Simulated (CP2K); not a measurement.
# SiH3SClO (SMILES O[SiH](S)Cl) at GFN2-xTB

Aim: the vertical ionisation energy of SiH3SClO at GFN2-xTB, from 2 runs. 

The calculation is run with CP2K 2026.2.

5 further runs of the same task are left out: 1 that didn't finish, 4 set aside as unsound or not needed.

### Step 1. The system as given

The species is SiH3SClO (7 atoms), meant as a singlet with charge 0. As SMILES, `O[SiH](S)Cl`. The shape is that of a GFN2-xTB optimisation. This is one conformer, not always the lowest.

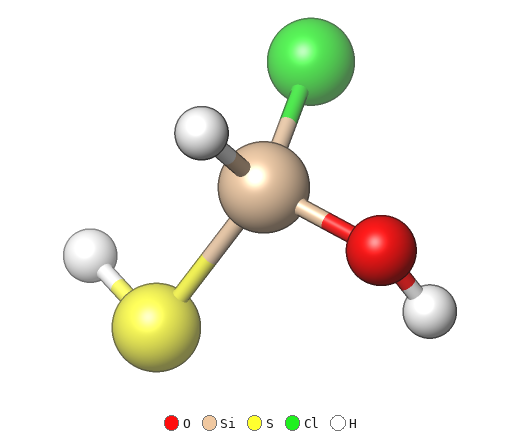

The structure, seen from a chosen angle (oxygen red, silicon light orange, sulfur yellow, chlorine green, hydrogen white).

### Step 2. Energy and gradient at GFN2-xTB

Input file molecule.xyz:

```xyz
7

O     -0.011700     1.591070    -0.463460
Si     0.034660     0.220730     0.380990
S      0.776190    -1.334640    -0.908650
Cl    -1.787210    -0.294140     1.080400
H     -0.338180     1.664810    -1.357640
H      0.957680     0.514580     1.451340
H      0.368560    -2.362400    -0.182980
```

Input file molecule.inp:

```
&GLOBAL
    PROJECT molecule
    RUN_TYPE ENERGY_FORCE
    PRINT_LEVEL MEDIUM
&END GLOBAL
&FORCE_EVAL
    METHOD QS
    &DFT
        ! Quickstep
        &QS
            METHOD XTB
            EPS_DEFAULT 1.0E-10
            &XTB
                GFN_TYPE TBLITE
                &TBLITE
                    METHOD GFN2
                &END TBLITE
                CHECK_ATOMIC_CHARGES F
            &END XTB
        &END QS
        &POISSON
            PERIODIC NONE
            POISSON_SOLVER ANALYTIC
        &END POISSON
        ! SCF settings
        &SCF
            SCF_GUESS ATOMIC
            EPS_SCF 1.0E-07
            MAX_SCF 150
            ADDED_MOS 2
            &DIAGONALIZATION
                ALGORITHM STANDARD
            &END DIAGONALIZATION
            &MIXING
                METHOD DIRECT_P_MIXING
                ALPHA 0.4
            &END MIXING
            &SMEAR ON
                METHOD FERMI_DIRAC
                ELECTRONIC_TEMPERATURE [K] 300
            &END SMEAR
        &END SCF
        &PRINT
            &MOMENTS
                PERIODIC F
                REFERENCE COM
                MAX_MOMENT 1
            &END MOMENTS
            &MO ON
                ENERGIES T
                OCCUPATION_NUMBERS T
                NDIGITS 6
                &EACH
                    QS_SCF 0
                &END EACH
                ADD_LAST NUMERIC
            &END MO
            &HIRSHFELD OFF
            &END HIRSHFELD
        &END PRINT
    &END DFT
    ! structure
    &SUBSYS
        ! box in angstrom
        &CELL
            ABC 10.7 12 10.8
            PERIODIC NONE
        &END CELL
        &TOPOLOGY
            COORD_FILE_NAME molecule.xyz
            COORD_FILE_FORMAT XYZ
            &CENTER_COORDINATES
            &END CENTER_COORDINATES
        &END TOPOLOGY
    &END SUBSYS
    &PRINT
        &FORCES ON
        &END FORCES
    &END PRINT
&END FORCE_EVAL
```

Run with:

```sh
$ OMP_NUM_THREADS=1 cp2k.psmp -i molecule.inp > molecule.out 2>&1
```

The program printed (excerpt; [...] marks lines left out):

```text
CP2K| version string:                                       CP2K version 2026.2
[...]
 GLOBAL| Method name                                                        CP2K
[...]
 GLOBAL| Run type                                                   ENERGY_FORCE
[...]
                             - Atoms:                                          7
[...]
                             - Spherical basis functions:                     34
[...]
 Number of electrons:                                                         26
[...]
  *** SCF run converged in    25 steps ***
[...]
  Fermi energy:                                                -0.23918106830976
[...]
 TB_DIPOLE| Moment [Debye]          0.47388779       0.52338135      -0.07549920
 TB_DIPOLE| Derivative [a.u.]       0.00000000       0.00000000       0.00000000
[...]
 ENERGY| Total FORCE_EVAL ( QS ) energy [hartree]            -15.238012221823347
 FORCES| Atomic forces [hartree/bohr]
 FORCES|   Atom     x               y               z               |f|
 FORCES|      1  9.56836055E-05 -1.95012233E-04  3.51403601E-04   4.13121791E-04
 FORCES|      2 -9.00708196E-05  8.04562954E-05 -5.97849476E-05   1.34759816E-04
 FORCES|      3  9.72260512E-05  9.03145663E-05 -1.54505156E-04   2.03670001E-04
 FORCES|      4 -8.18191491E-07 -1.58061988E-06  8.20818885E-07   1.95998474E-06
 FORCES|      5 -1.05941901E-04  7.91698790E-05 -3.32035400E-04   3.57406020E-04
 FORCES|      6  7.99450343E-05  2.65478013E-05  8.42435346E-05   1.19134241E-04
 FORCES|      7 -7.60237787E-05 -7.98956892E-05  1.09857550E-04   1.55665080E-04
 FORCES| Sum     6.24229401E-17 -3.12521276E-17  1.73201297E-17
 FORCES| Total atomic force                                       7.19256965E-17
[...]
```

It took 0.24 s on 1 thread of Arm Neoverse V2, shared host.

### Step 3. The doublet cation

molecule.xyz is that of step 2.

Input file molecule.inp:

```
&GLOBAL
 PROJECT molecule
 RUN_TYPE ENERGY_FORCE
 PRINT_LEVEL MEDIUM
&END
&FORCE_EVAL
 METHOD Quickstep
 &DFT
  CHARGE 1
  MULTIPLICITY 2
  UNRESTRICTED_KOHN_SHAM T
  # Quickstep
  &QS
   METHOD XTB
   EPS_DEFAULT 1.0E-10
   &XTB
    GFN_TYPE TBLITE
    &TBLITE
     METHOD GFN2
    &END
    CHECK_ATOMIC_CHARGES F
   &END
  &END
  # no periodic images
  &POISSON
   PERIODIC NONE
   POISSON_SOLVER ANALYTIC
  &END
  # SCF settings
  &SCF
   SCF_GUESS ATOMIC
   EPS_SCF 1.0E-07
   MAX_SCF 150
   ADDED_MOS 8
   &DIAGONALIZATION
    ALGORITHM STANDARD
   &END
   &MIXING
    METHOD DIRECT_P_MIXING
    ALPHA 0.4
   &END
  &END
  &PRINT
   &MOMENTS
    PERIODIC F
    REFERENCE COM
    MAX_MOMENT 1
   &END
   &MO ON
    ENERGIES T
    OCCUPATION_NUMBERS T
    NDIGITS 6
    &EACH
     QS_SCF 0
    &END
    ADD_LAST NUMERIC
   &END
   &HIRSHFELD OFF
   &END
  &END
 &END
 # structure
 &SUBSYS
  &CELL
   ABC 10.7 12 10.8
   PERIODIC NONE
  &END
  &TOPOLOGY
   COORD_FILE_NAME molecule.xyz
   COORD_FILE_FORMAT XYZ
   &CENTER_COORDINATES
   &END
  &END
 &END
 &PRINT
  &FORCES ON
  &END
 &END
&END
```

Run with:

```sh
$ OMP_NUM_THREADS=1 cp2k.psmp -i molecule.inp > molecule.out 2>&1
```

The program printed (excerpt; [...] marks lines left out):

```text
CP2K| version string:                                       CP2K version 2026.2
[...]
 GLOBAL| Method name                                                        CP2K
[...]
 GLOBAL| Run type                                                   ENERGY_FORCE
[...]
                             - Atoms:                                          7
[...]
                             - Spherical basis functions:                     34
[...]
 Number of electrons:                                                         13
[...]
  *** SCF run converged in    39 steps ***
[...]
  Fermi energy:                                                -0.61971470488891
[...]
 TB_DIPOLE| Moment [Debye]          2.45113497      -1.39405551      -1.34127504
 TB_DIPOLE| Derivative [a.u.]       0.00000000       0.00000000       0.00000000
[...]
 ENERGY| Total FORCE_EVAL ( QS ) energy [hartree]            -14.728124426623154
 FORCES| Atomic forces [hartree/bohr]
 FORCES|   Atom     x               y               z               |f|
 FORCES|      1  2.92275954E-03 -1.98861789E-02  5.86217297E-03   2.09372325E-02
 FORCES|      2 -1.93545850E-02  3.64601728E-02  1.37010289E-02   4.34932449E-02
 FORCES|      3  9.93870876E-03 -1.14650776E-02 -1.50526750E-02   2.13730897E-02
 FORCES|      4  3.00035964E-03 -2.77320555E-03 -2.30332517E-03   4.69021682E-03
 FORCES|      5 -1.22831012E-03  7.85733788E-03 -5.18919149E-03   9.49601035E-03
 FORCES|      6  5.58702810E-03 -3.45054961E-03 -4.68450089E-04   6.58335941E-03
 FORCES|      7 -8.65960905E-04 -6.74249898E-03  3.45043989E-03   7.62343205E-03
 FORCES| Sum    -7.70867745E-17 -4.85722573E-17 -8.28330460E-17
 FORCES| Total atomic force                                       1.23137925E-16
[...]
```

Wall time 0.3 s (1 thread of Arm Neoverse V2, shared host).

### Step 4. What came out

At GFN2-xTB:

```
                                                   quantity         value
                             singlet SiH3SClO: total energy  -15.23801 Eh
singlet SiH3SClO: dipole moment (from atomic charges alone)        0.71 D
                              singlet SiH3SClO: HOMO energy     -10.65 eV
                              singlet SiH3SClO: LUMO energy      -5.61 eV
                            singlet SiH3SClO: HOMO–LUMO gap       5.04 eV
                 singlet SiH3SClO: largest force on an atom    0.021 eV/Å
                               doublet cation: total energy  -14.72812 Eh
         doublet cation: HOMO energy (highest over α and β)     -16.90 eV
          doublet cation: LUMO energy (lowest over α and β)     -16.83 eV
                   doublet cation: largest force on an atom    2.237 eV/Å
         vertical ionisation energy (to the doublet cation)     13.875 eV
```

What this shows: Removing an electron at fixed nuclei costs 13.87 eV (1339 kJ/mol). No empirical shift is applied, and without it xTB methods put this difference several eV too high. The dipole (singlet SiH3SClO) comes from point charges on the atoms alone, without atomic dipoles, so it is partial.
